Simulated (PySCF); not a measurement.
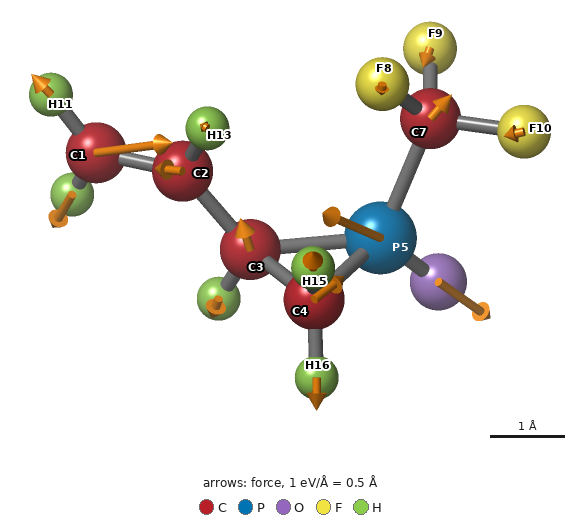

Starting geometry of C5H6F3OP with the computed forces as orange arrows. A ball-and-stick model, seen face on.

The start comes from GFN2-xTB. Its atoms were then displaced at random by about 0.01 Å.

Level of theory: PBE0-D3(BJ)/def2-SVP geometry optimisation, gas phase (PySCF). 

Is this structure relaxed? If not, where do the atoms go?

Answer. It isn't relaxed: the largest force vector, on the P atom, is 2.99 eV/Å. The final displacements have little in common with the starting forces (cosine between the two patterns 0.13). The atom that moves furthest after the best rigid fit is an F atom (0.37 Å). Largest moves by element: F 0.37 Å, H 0.19 Å, C 0.09 Å, P 0.06 Å, O 0.06 Å. Near-neighbour distances that change, for instance: C–H 1.050 → 1.094 Å, O–P 1.450 → 1.488 Å, C–P 1.818 → 1.781 Å, C–C 1.538 → 1.566 Å. Among the angles between lasting bonds that change: C–P–C 112.5° → 108.5°, C–C–C 118.6° → 121.6°, C–P–O 127.8° → 130.4°. The energy falls by 4.95 kcal/mol in 16 geometry steps.
